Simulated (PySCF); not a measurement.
## Geometry relaxation, with input and output: CH9ClO2Si3 (part 2 of 2)

CH9ClO2Si3; PBE0-D3(BJ)/def2-SVP geometry optimisation, gas phase (PySCF 2.14.0). 

Geometry of the input (Å):
```
Si 0.4265  0.8863  0.7633
O  1.3886  -0.2751  0.2592
Si 2.2169  -1.0765  -0.8800
C  -1.1143  1.0277  -0.2997
Si -2.1906  -0.5729  -0.2822
O  -0.0808  0.5861  2.2662
Cl 1.5198  2.6040  0.7416
H  1.3839  -1.2583  -2.0375
H  3.4064  -0.2633  -1.1907
H  2.5727  -2.3243  -0.1843
H  -1.7686  1.8547  0.0561
H  -0.8618  1.2563  -1.3171
H  -3.3297  -0.3670  -1.2203
H  -1.4003  -1.7064  -0.7057
H  -2.7235  -0.8199  1.0691
H  0.5434  0.4371  2.9842
```

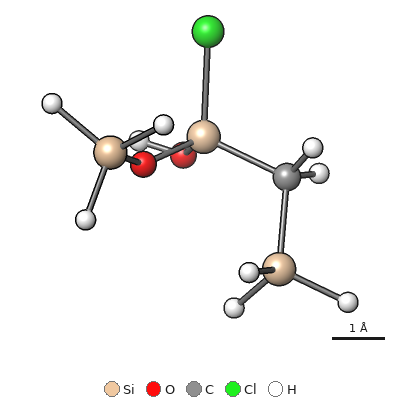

**Figure 1.** The geometry at step 15 of the log (ball-and-stick view, seen at a tilt).

Trajectory as extended XYZ, continued:
```
16
Properties=species:S:1:pos:R:3:forces:R:3 step=9 energy=-41403.82022
Si    0.5835    1.3591    1.2600    0.0268   0.0265   0.0090
O     1.4987    0.0468    0.8767    0.0085   0.0135  -0.0328
Si    2.4352   -0.5885   -0.3447   -0.0173  -0.0090   0.0226
C    -0.8651    1.5264    0.1330   -0.0247  -0.0122  -0.0152
Si   -1.9810    0.0056    0.0611    0.0067  -0.0035  -0.0052
O     0.0293    1.2229    2.8014   -0.0040   0.0140   0.0062
Cl    1.8286    3.0153    1.1093   -0.0181  -0.0322  -0.0009
H     1.7840   -0.3360   -1.6664    0.0053   0.0065   0.0006
H     3.7883    0.0377   -0.3337    0.0041  -0.0006  -0.0008
H     2.5528   -2.0552   -0.1192    0.0027   0.0001   0.0028
H    -1.4605    2.4004    0.4456   -0.0006  -0.0053   0.0099
H    -0.4958    1.7366   -0.8852    0.0123   0.0048   0.0058
H    -3.1098    0.2449   -0.8893   -0.0028   0.0045   0.0032
H    -1.2031   -1.1765   -0.4210    0.0003   0.0022  -0.0037
H    -2.5372   -0.3008    1.4112    0.0025  -0.0030  -0.0006
H     0.6843    1.1530    3.5025   -0.0017  -0.0063  -0.0009
16
Properties=species:S:1:pos:R:3:forces:R:3 step=10 energy=-41403.82152
Si    0.5726    1.3600    1.2563    0.0703   0.1368  -0.0143
O     1.4813    0.0417    0.8851    0.0237  -0.0294  -0.0528
Si    2.4406   -0.5857   -0.3241   -0.0416  -0.0014   0.0491
C    -0.8761    1.5278    0.1302   -0.0475  -0.0443   0.0038
Si   -1.9717   -0.0077    0.0428    0.0172   0.0037  -0.0182
O     0.0221    1.2484    2.7993   -0.0214  -0.0007   0.0461
Cl    1.8293    3.0104    1.0823   -0.0447  -0.0714   0.0026
H     1.8417   -0.2749   -1.6581    0.0128   0.0070   0.0013
H     3.8095   -0.0018   -0.2431    0.0119  -0.0012  -0.0119
H     2.5040   -2.0608   -0.1370    0.0087  -0.0067  -0.0028
H    -1.4828    2.3888    0.4568    0.0060  -0.0028   0.0067
H    -0.5099    1.7556   -0.8846    0.0136   0.0097  -0.0066
H    -3.1206    0.2361   -0.8819   -0.0063   0.0032   0.0058
H    -1.1861   -1.1675   -0.4800   -0.0012   0.0061  -0.0017
H    -2.4972   -0.3522    1.3959   -0.0009  -0.0041   0.0012
H     0.6758    1.1734    3.5011   -0.0006  -0.0043  -0.0083
16
Properties=species:S:1:pos:R:3:forces:R:3 step=11 energy=-41403.82488
Si    0.5418    1.3679    1.2445    0.1358   0.3246  -0.0701
O     1.4266    0.0274    0.9087    0.0578  -0.1107  -0.0840
Si    2.4529   -0.5805   -0.2580   -0.0867   0.0110   0.0832
C    -0.9124    1.5324    0.1260   -0.0767  -0.0978   0.0447
Si   -1.9422   -0.0454   -0.0151    0.0374   0.0172  -0.0381
O     0.0064    1.3265    2.7936   -0.0559  -0.0209   0.1200
Cl    1.8318    2.9924    0.9974   -0.0868  -0.1359   0.0122
H     2.0273   -0.0980   -1.6072    0.0255   0.0023   0.0061
H     3.8478   -0.1414    0.0236    0.0279  -0.0004  -0.0269
H     2.3625   -2.0646   -0.2043    0.0192  -0.0194  -0.0136
H    -1.5511    2.3515    0.4965    0.0143   0.0024  -0.0051
H    -0.5593    1.8165   -0.8779    0.0096   0.0235  -0.0279
H    -3.1529    0.2060   -0.8546   -0.0123  -0.0009   0.0116
H    -1.1377   -1.1261   -0.6642   -0.0042   0.0129   0.0040
H    -2.3680   -0.5093    1.3374   -0.0091  -0.0064   0.0047
H     0.6589    1.2364    3.4946    0.0042  -0.0015  -0.0208
16
Properties=species:S:1:pos:R:3:forces:R:3 step=12 energy=-41403.82809
Si    0.5000    1.3845    1.2240    0.1798   0.4462  -0.1351
O     1.3486    0.0128    0.9310    0.0852  -0.1713  -0.0865
Si    2.4671   -0.5823   -0.1579   -0.1160   0.0177   0.0842
C    -0.9719    1.5428    0.1282   -0.0820  -0.1294   0.0762
Si   -1.8983   -0.0882   -0.1022    0.0476   0.0268  -0.0438
O    -0.0031    1.4337    2.7817   -0.0874  -0.0341   0.1703
Cl    1.8321    2.9619    0.8707   -0.1155  -0.1689   0.0354
H     2.3135    0.1102   -1.4729    0.0298  -0.0100   0.0123
H     3.8389   -0.3724    0.3804    0.0439   0.0037  -0.0300
H     2.1969   -2.0364   -0.3174    0.0273  -0.0289  -0.0218
H    -1.6520    2.2916    0.5676    0.0178   0.0082  -0.0195
H    -0.6497    1.9155   -0.8559   -0.0045   0.0384  -0.0416
H    -3.1974    0.1512   -0.8009   -0.0135  -0.0063   0.0130
H    -1.0841   -1.0269   -0.9345   -0.0023   0.0164   0.0139
H    -2.1594   -0.7248    1.2220   -0.0221  -0.0078   0.0045
H     0.6513    1.3186    3.4772    0.0117  -0.0008  -0.0312
16
Properties=species:S:1:pos:R:3:forces:R:3 step=13 energy=-41403.83191
Si    0.5067    1.3999    1.2259    0.1328   0.3128  -0.0862
O     1.3706    0.0406    0.9122    0.0327  -0.1399  -0.0587
Si    2.4616   -0.5962   -0.1774   -0.0682   0.0231   0.0772
C    -0.9735    1.5511    0.1386   -0.0385  -0.0912   0.0609
Si   -1.8959   -0.0807   -0.0930    0.0279   0.0222  -0.0339
O     0.0034    1.4154    2.7866   -0.0566  -0.0305   0.1095
Cl    1.8165    2.9931    0.8975   -0.0771  -0.1079   0.0174
H     2.2571    0.0197   -1.5226    0.0162  -0.0035   0.0008
H     3.8489   -0.3337    0.2977    0.0246   0.0010  -0.0239
H     2.2190   -2.0626   -0.2500    0.0141  -0.0154  -0.0156
H    -1.6530    2.2980    0.5819    0.0106   0.0054  -0.0126
H    -0.6574    1.9288   -0.8462   -0.0109   0.0250  -0.0311
H    -3.1909    0.1558   -0.8006   -0.0081  -0.0062   0.0071
H    -1.0739   -1.0200   -0.9161   -0.0014   0.0084   0.0073
H    -2.1698   -0.7150    1.2299   -0.0105  -0.0043   0.0040
H     0.6631    1.2977    3.4767    0.0123   0.0010  -0.0222
16
Properties=species:S:1:pos:R:3:forces:R:3 step=14 energy=-41403.83637
Si    0.4980    1.4306    1.2175    0.0182   0.0272   0.0020
O     1.3497    0.0579    0.9047   -0.0408  -0.0321  -0.0051
Si    2.4506   -0.6150   -0.1480    0.0234   0.0050   0.0211
C    -1.0050    1.5654    0.1573    0.0330   0.0005   0.0155
Si   -1.8666   -0.0889   -0.1260   -0.0045  -0.0008  -0.0044
O     0.0137    1.4478    2.7881   -0.0077  -0.0051   0.0126
Cl    1.8053    3.0059    0.8621    0.0028   0.0061  -0.0049
H     2.3291    0.0184   -1.4945   -0.0061  -0.0019  -0.0084
H     3.8338   -0.4136    0.3719   -0.0042   0.0018  -0.0050
H     2.1601   -2.0722   -0.2456   -0.0029   0.0011  -0.0050
H    -1.7008    2.2734    0.6372   -0.0041  -0.0043  -0.0001
H    -0.7193    1.9927   -0.8178   -0.0219   0.0044  -0.0074
H    -3.1967    0.1254   -0.7735    0.0024  -0.0028  -0.0063
H    -1.0341   -0.9465   -1.0231    0.0015  -0.0026  -0.0003
H    -2.0720   -0.8035    1.1686    0.0005   0.0019   0.0005
H     0.6866    1.3139    3.4623    0.0104   0.0016  -0.0047
16
Properties=species:S:1:pos:R:3:forces:R:3 step=15 energy=-41403.83714
Si    0.4929    1.4379    1.2160   -0.0056  -0.0316   0.0148
O     1.3307    0.0535    0.9102   -0.0356  -0.0023  -0.0007
Si    2.4430   -0.6192   -0.1308    0.0269  -0.0012   0.0000
C    -1.0160    1.5695    0.1635    0.0279   0.0178  -0.0008
Si   -1.8524   -0.0937   -0.1434   -0.0040  -0.0063   0.0038
O     0.0186    1.4679    2.7903    0.0019   0.0040  -0.0081
Cl    1.8088    2.9992    0.8397    0.0155   0.0177  -0.0058
H     2.3662    0.0442   -1.4663   -0.0069  -0.0016  -0.0047
H     3.8180   -0.4567    0.4235   -0.0058   0.0030   0.0010
H     2.1269   -2.0679   -0.2678   -0.0030   0.0031   0.0007
H    -1.7196    2.2606    0.6561   -0.0071  -0.0076   0.0049
H    -0.7427    2.0149   -0.8072   -0.0154   0.0029   0.0020
H    -3.1946    0.1090   -0.7693    0.0041   0.0007  -0.0075
H    -1.0159   -0.9162   -1.0692    0.0020  -0.0027   0.0004
H    -2.0284   -0.8398    1.1377   -0.0015   0.0027  -0.0003
H     0.6969    1.3286    3.4580    0.0066   0.0015   0.0002
16
Properties=species:S:1:pos:R:3:forces:R:3 step=16 energy=-41403.83770
Si    0.4917    1.4397    1.2180   -0.0096  -0.0432   0.0140
O     1.3180    0.0472    0.9147   -0.0217   0.0105  -0.0024
Si    2.4340   -0.6222   -0.1249    0.0167  -0.0009  -0.0109
C    -1.0195    1.5727    0.1692    0.0079   0.0173  -0.0092
Si   -1.8435   -0.0945   -0.1518    0.0017  -0.0060   0.0037
O     0.0252    1.4778    2.7947    0.0058   0.0083  -0.0144
Cl    1.8155    2.9917    0.8298    0.0151   0.0111  -0.0040
H     2.3681    0.0525   -1.4556   -0.0040  -0.0016   0.0001
H     3.8061   -0.4713    0.4391   -0.0027   0.0025   0.0026
H     2.1106   -2.0678   -0.2774   -0.0006   0.0016   0.0047
H    -1.7281    2.2547    0.6675   -0.0049  -0.0094   0.0091
H    -0.7533    2.0268   -0.7994   -0.0052   0.0049   0.0074
H    -3.1872    0.1028   -0.7765    0.0031   0.0028  -0.0053
H    -1.0008   -0.9014   -1.0857    0.0012  -0.0021   0.0019
H    -2.0130   -0.8540    1.1222   -0.0036   0.0028   0.0001
H     0.7083    1.3370    3.4573    0.0010   0.0015   0.0027
16
Properties=species:S:1:pos:R:3:forces:R:3 step=17 energy=-41403.83851
Si    0.4920    1.4415    1.2226   -0.0024  -0.0320   0.0077
O     1.3048    0.0411    0.9178   -0.0067   0.0131  -0.0048
Si    2.4195   -0.6297   -0.1232    0.0009   0.0028  -0.0136
C    -1.0240    1.5789    0.1816   -0.0193   0.0061  -0.0174
Si   -1.8314   -0.0924   -0.1626    0.0074  -0.0012  -0.0010
O     0.0385    1.4878    2.8029    0.0084   0.0076  -0.0157
Cl    1.8250    2.9832    0.8206    0.0087  -0.0013  -0.0019
H     2.3474    0.0399   -1.4563    0.0003  -0.0007   0.0043
H     3.7924   -0.4742    0.4371    0.0022   0.0013   0.0014
H     2.0964   -2.0757   -0.2704    0.0026  -0.0010   0.0073
H    -1.7391    2.2461    0.6905    0.0009  -0.0100   0.0141
H    -0.7682    2.0478   -0.7827    0.0072   0.0089   0.0105
H    -3.1730    0.1004   -0.7928    0.0009   0.0035  -0.0012
H    -0.9772   -0.8799   -1.1029    0.0005  -0.0014   0.0041
H    -1.9997   -0.8693    1.1010   -0.0056   0.0025   0.0010
H     0.7288    1.3460    3.4580   -0.0061   0.0018   0.0052
16
Properties=species:S:1:pos:R:3:forces:R:3 step=18 energy=-41403.83952
Si    0.4944    1.4420    1.2297    0.0094  -0.0059   0.0025
O     1.2903    0.0333    0.9198    0.0051   0.0063  -0.0072
Si    2.3990   -0.6429   -0.1251   -0.0126   0.0071  -0.0081
C    -1.0306    1.5884    0.2034   -0.0404  -0.0116  -0.0260
Si   -1.8163   -0.0857   -0.1785    0.0096   0.0064  -0.0072
O     0.0606    1.4984    2.8152    0.0105   0.0028  -0.0114
Cl    1.8391    2.9701    0.8088   -0.0009  -0.0128  -0.0008
H     2.3006    0.0020   -1.4686    0.0043   0.0008   0.0064
H     3.7768   -0.4624    0.4149    0.0064  -0.0002  -0.0017
H     2.0884   -2.0942   -0.2422    0.0052  -0.0035   0.0070
H    -1.7533    2.2315    0.7320    0.0084  -0.0080   0.0184
H    -0.7899    2.0831   -0.7518    0.0165   0.0133   0.0110
H    -3.1528    0.1057   -0.8203   -0.0019   0.0023   0.0033
H    -0.9454   -0.8470   -1.1252   -0.0004  -0.0009   0.0057
H    -1.9893   -0.8872    1.0688   -0.0060   0.0020   0.0018
H     0.7605    1.3565    3.4603   -0.0133   0.0019   0.0065
16
Properties=species:S:1:pos:R:3:forces:R:3 step=19 energy=-41403.84040
Si    0.4977    1.4391    1.2357    0.0166   0.0196   0.0017
O     1.2776    0.0228    0.9210    0.0066  -0.0050  -0.0096
Si    2.3823   -0.6574   -0.1263   -0.0140   0.0085   0.0029
C    -1.0388    1.5970    0.2278   -0.0378  -0.0251  -0.0285
Si   -1.8058   -0.0753   -0.1980    0.0055   0.0121  -0.0094
O     0.0846    1.5075    2.8261    0.0096  -0.0029  -0.0037
Cl    1.8542    2.9515    0.7921   -0.0086  -0.0155  -0.0008
H     2.2541   -0.0428   -1.4813    0.0051   0.0015   0.0047
H     3.7646   -0.4439    0.3898    0.0070  -0.0010  -0.0040
H     2.0924   -2.1153   -0.2066    0.0052  -0.0043   0.0034
H    -1.7660    2.2121    0.7829    0.0122  -0.0037   0.0180
H    -0.8139    2.1239   -0.7137    0.0155   0.0140   0.0083
H    -3.1376    0.1204   -0.8480   -0.0032   0.0000   0.0048
H    -0.9211   -0.8094   -1.1534   -0.0004  -0.0006   0.0052
H    -1.9841   -0.9049    1.0300   -0.0044   0.0014   0.0019
H     0.7922    1.3665    3.4630   -0.0149   0.0010   0.0053
16
Properties=species:S:1:pos:R:3:forces:R:3 step=20 energy=-41403.84111
Si    0.5008    1.4322    1.2382    0.0152   0.0281   0.0041
O     1.2677    0.0094    0.9214   -0.0002  -0.0118  -0.0116
Si    2.3752   -0.6693   -0.1245   -0.0050   0.0063   0.0126
C    -1.0473    1.6022    0.2488   -0.0151  -0.0266  -0.0213
Si   -1.8042   -0.0633   -0.2176   -0.0017   0.0123  -0.0065
O     0.1053    1.5134    2.8323    0.0058  -0.0052   0.0033
Cl    1.8672    2.9290    0.7709   -0.0104  -0.0090  -0.0009
H     2.2279   -0.0774   -1.4873    0.0024   0.0008   0.0008
H     3.7585   -0.4271    0.3768    0.0039  -0.0008  -0.0036
H     2.1074   -2.1326   -0.1779    0.0025  -0.0030  -0.0013
H    -1.7736    2.1914    0.8322    0.0096   0.0016   0.0120
H    -0.8358    2.1618   -0.6767    0.0057   0.0095   0.0037
H    -3.1343    0.1419   -0.8684   -0.0021  -0.0016   0.0027
H    -0.9134   -0.7748   -1.1840    0.0006  -0.0002   0.0027
H    -1.9859   -0.9186    0.9922   -0.0015   0.0007   0.0012
H     0.8168    1.3734    3.4649   -0.0097  -0.0012   0.0022
16
Properties=species:S:1:pos:R:3:forces:R:3 step=21 energy=-41403.84143
Si    0.5022    1.4261    1.2370    0.0075   0.0142   0.0061
O     1.2621   -0.0009    0.9202   -0.0068  -0.0075  -0.0105
Si    2.3776   -0.6750   -0.1204    0.0038   0.0026   0.0126
C    -1.0530    1.6037    0.2593    0.0051  -0.0140  -0.0083
Si   -1.8091   -0.0547   -0.2302   -0.0049   0.0061  -0.0010
O     0.1161    1.5146    2.8330    0.0021  -0.0023   0.0039
Cl    1.8731    2.9135    0.7543   -0.0059  -0.0002  -0.0003
H     2.2303   -0.0888   -1.4854   -0.0006  -0.0003  -0.0018
H     3.7585   -0.4217    0.3824    0.0003   0.0000  -0.0011
H     2.1210   -2.1406   -0.1682   -0.0001  -0.0009  -0.0028
H    -1.7753    2.1781    0.8622    0.0036   0.0037   0.0040
H    -0.8494    2.1842   -0.6550   -0.0030   0.0029   0.0001
H    -3.1407    0.1584   -0.8753    0.0001  -0.0009  -0.0006
H    -0.9193   -0.7540   -1.2062    0.0012   0.0000  -0.0001
H    -1.9899   -0.9253    0.9689    0.0003   0.0002   0.0001
H     0.8281    1.3739    3.4647   -0.0025  -0.0034  -0.0002
```

Key numbers:

| quantity | value |
| --- | --- |
| outcome | converged |
| total energy | −1521.563121 hartree |
| dipole moment | 0.47 D |
| point group | C1 |
| hardware | 1 CPU thread, shared host |
| wall time | 6.1 min |
| peak memory | 0.81 GiB |
